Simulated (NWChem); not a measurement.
**the pair ScF3···P2H4, step by step**

Aim: the energy (singlet ScP2H4F3, MP2/6-31G*), then the energy (singlet ScF3, MP2/6-31G*), then a single-point energy (singlet P2H4, MP2/6-31G*), then the energy (singlet ScF3, MP2/6-31G*), then a single-point energy (singlet P2H4, MP2/6-31G*) of F3H4P2Sc and its partners. 

The results are computed with NWChem 7.3.0.

## (1) The molecule

The species is ScP2H4F3 (10 atoms), meant as a singlet with charge 0. The two molecules were placed rigidly side by side, at 1.1 times their contact distance; the pair isn't optimised.

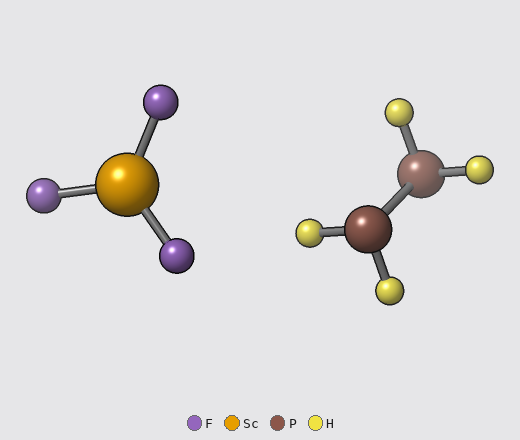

Viewed from a chosen angle; fluorine purple, scandium amber, phosphorus brown, hydrogen yellow.

## (2) A single-point energy at MP2/6-31G(d) (spherical functions) (run 1)

File work.nw:

```
start work
title "F3H4P2Sc energy"
memory total 2200 mb
geometry units angstrom noautosym nocenter noautoz
  F     0.849300    0.342100    1.593280
  Sc    0.000100    0.000200   -0.000030
  F    -0.183000   -1.730400   -0.590020
  F    -0.666400    1.388100   -1.003220
  P    -2.653520    4.709260    3.082440
  P    -1.673380    4.629020    1.084160
  H    -1.497220    4.244180    3.767120
  H    -2.297430    6.068250    3.302550
  H    -2.831880    5.085530    0.397560
  H    -2.022180    3.267400    0.868960
end
basis spherical bse
  * library 6-31G*
end
scf
  thresh 1e-08
  maxiter 80
  noprint "final vectors analysis"
end
mp2
  freeze core 18
  tight
end
task mp2 energy
```

Launch:

```
$ nwchem work.nw > work.out
```

The program printed (excerpt; [...] marks lines left out):

```text
[...]
  functions       =   120
[...]
  wavefunction    = RHF
[...]
         Total SCF energy =  -1742.035890065967
      One-electron energy =  -3298.966005328486
      Two-electron energy =   1109.167626416351
 Nuclear repulsion energy =    447.762488846168
        Time for solution =     66.2s
[...]
          Total MP2 energy         -1743.003716569834
[...]
```

Run time: 84 s. Hardware: 1 thread of Intel Xeon Platinum 8259CL at 2.50GHz (Skylake/Cascade Lake), shared host; peak memory 0.57 GiB.

## (3) ScF3: the energy at MP2/6-31G(d) (spherical functions) (run 2)

File f3sc.nw:

```
start f3sc
title "F3Sc mp2"
memory 2200 mb
geometry noautosym nocenter noautoz
 F     0.849300    0.342100    1.593280
 Sc    0.000100    0.000200   -0.000030
 F    -0.183000   -1.730400   -0.590020
 F    -0.666400    1.388100   -1.003220
end
basis spherical bse
 * library 6-31G*
end
scf
 thresh 1e-08
 maxiter 80
 print low
end
mp2
 freeze core 8
 tight
end
task mp2 energy
```

Launch:

```
$ nwchem f3sc.nw > f3sc.out
```

The program printed (excerpt; [...] marks lines left out):

```text
[...]
  functions       =    76
[...]
  wavefunction    = RHF
[...]
         Total SCF energy =  -1058.289286563498
      One-electron energy =  -1865.741937587642
      Two-electron energy =    603.769408238905
 Nuclear repulsion energy =    203.683242785239
        Time for solution =     23.0s
[...]
          Total MP2 energy         -1059.053381789372
[...]
```

Wall time 29 s (1 thread of Intel Xeon Platinum 8259CL at 2.50GHz (Skylake/Cascade Lake), shared host); peak memory 0.19 GiB.

## (4) P2H4: the energy at MP2/6-31G(d) (spherical functions) (run 3)

File a.nw:

```
start a
title "H4P2"
memory stack 880 mb heap 220 mb global 1100 mb

geometry units au noautosym nocenter noautoz
  P     -5.01442607     8.89921165     5.82496740
  P     -3.16222990     8.74758003     2.04876548
  H     -2.82933575     8.02033782     7.11882508
  H     -4.34151349    11.46733056     6.24091501
  H     -5.35147762     9.61025890     0.75127952
  H     -3.82136637     6.17449114     1.64209641
end

basis spherical bse
  P library 6-31G*
  H library 6-31G*
end

scf
  thresh 1e-08
  maxiter 80
  noprint "final vectors analysis"
end

mp2
  freeze core 10
  tight
end

task mp2
```

Launch:

```
$ nwchem a.nw > a.out
```

The program printed (excerpt; [...] marks lines left out):

```text
[...]
  functions       =    44
[...]
  wavefunction    = RHF
[...]
         Total SCF energy =   -683.745970799302
      One-electron energy =  -1122.384179008284
      Two-electron energy =    350.019056995743
 Nuclear repulsion energy =     88.619151213239
        Time for solution =      5.6s
[...]
          Total MP2 energy          -683.948652771046
[...]
```

It took 7.8 s on 1 thread of Intel Xeon Platinum 8259CL at 2.50GHz (Skylake/Cascade Lake), shared host; peak memory 0.1 GiB.

## (5) ScF3 among ghost functions: the energy at MP2/6-31G(d) (spherical functions, with ghost functions) (run 4)

File job.nw:

```
start job
memory 2200 mb

geometry noautosym nocenter noautoz
F      0.849300     0.342100     1.593280
Sc     0.000100     0.000200    -0.000030
F     -0.183000    -1.730400    -0.590020
F     -0.666400     1.388100    -1.003220
bqP     -2.653520     4.709260     3.082440
bqP     -1.673380     4.629020     1.084160
bqH     -1.497220     4.244180     3.767120
bqH     -2.297430     6.068250     3.302550
bqH     -2.831880     5.085530     0.397560
bqH     -2.022180     3.267400     0.868960
end

basis spherical bse
F library 6-31G*
Sc library 6-31G*
bqP library P 6-31G*
bqH library H 6-31G*
end

scf
nopen 0
rhf
thresh 1e-08
maxiter 80
noprint "final vectors analysis"
end

mp2
freeze core 8
tight
end

task mp2 energy
```

Launch:

```
$ nwchem job.nw > job.out
```

The program printed (excerpt; [...] marks lines left out):

```text
[...]
  functions       =   120
[...]
  wavefunction    = RHF
[...]
         Total SCF energy =  -1058.290221052782
      One-electron energy =  -1865.717132368413
      Two-electron energy =    603.743668530393
 Nuclear repulsion energy =    203.683242785239
        Time for solution =     61.3s
[...]
          Total MP2 energy         -1059.054750427794
[...]
```

Wall time 78 s (1 thread of Intel Xeon Platinum 8259CL at 2.50GHz (Skylake/Cascade Lake), shared host); peak memory 0.5 GiB.

## (6) P2H4 among ghost functions: the energy at MP2/6-31G(d) (spherical functions, with ghost functions) (run 5)

File sp.nw:

```
start sp
title "H4P2"
memory 2200 mb
charge 0

geometry units angstroms noautosym nocenter noautoz
  P       -2.653520       4.709260       3.082440
  P       -1.673380       4.629020       1.084160
  H       -1.497220       4.244180       3.767120
  H       -2.297430       6.068250       3.302550
  H       -2.831880       5.085530       0.397560
  H       -2.022180       3.267400       0.868960
  bqF      0.849300     0.342100     1.593280
  bqSc     0.000100     0.000200    -0.000030
  bqF     -0.183000    -1.730400    -0.590020
  bqF     -0.666400     1.388100    -1.003220
end

basis "ao basis" spherical bse
  P library 6-31G*
  H library 6-31G*
  bqF library F 6-31G*
  bqSc library Sc 6-31G*
end

scf
  thresh 1e-08
  maxiter 80
  print low
end

mp2
  freeze core 10
  tight
end

task mp2 energy
```

Launch:

```
$ nwchem sp.nw > sp.out
```

The program printed (excerpt; [...] marks lines left out):

```text
[...]
  functions       =   120
[...]
  wavefunction    = RHF
[...]
         Total SCF energy =   -683.746087713630
      One-electron energy =  -1122.376444890476
      Two-electron energy =    350.011199523425
 Nuclear repulsion energy =     88.619157653421
        Time for solution =     45.1s
[...]
          Total MP2 energy          -683.948921350724
[...]
```

Wall time 59 s (1 thread of Intel Xeon Platinum 8259CL at 2.50GHz (Skylake/Cascade Lake), shared host); peak memory 0.29 GiB.

## (7) Outcome

| quantity | value |
| --- | --- |
| run 1, MP2/6-31G*: total energy | -1743.00372 Eh |
| run 1, MP2/6-31G*: correlation energy (18 core orbitals frozen) | -967.8 mEh |
| ScF3: total energy | -1059.05338 Eh |
| ScF3: correlation energy (8 core orbitals frozen) | -764.1 mEh |
| P2H4: total energy | -683.94865 Eh |
| P2H4: correlation energy (10 core orbitals frozen) | -202.7 mEh |
| ScF3 among ghost functions: total energy | -1059.05475 Eh |
| ScF3 among ghost functions: correlation energy (8 core orbitals frozen) | -764.5 mEh |
| P2H4 among ghost functions: total energy | -683.94892 Eh |
| P2H4 among ghost functions: correlation energy (10 core orbitals frozen) | -202.8 mEh |
| interaction energy of the rigid parts ScF3 and P2H4 (parts in their own basis; closest atoms 2.98 Å apart) | -0.046 eV |
| interaction energy of the rigid parts ScF3 and P2H4 (parts in the whole basis, counterpoise; closest atoms 2.98 Å apart) | -0.001 eV |

In words: The interaction energy of the rigid parts ScF3 and P2H4 (parts in their own basis; closest atoms 2.98 Å apart) is −0.05 eV (−1.1 kcal/mol): the parts attract. Without counterpoise this holds the superposition error of the basis. The interaction energy of the rigid parts ScF3 and P2H4 (parts in the whole basis, counterpoise; closest atoms 2.98 Å apart) is −0.00 eV (−0.0 kcal/mol). The basis-set superposition error is 4.3 kJ/mol.
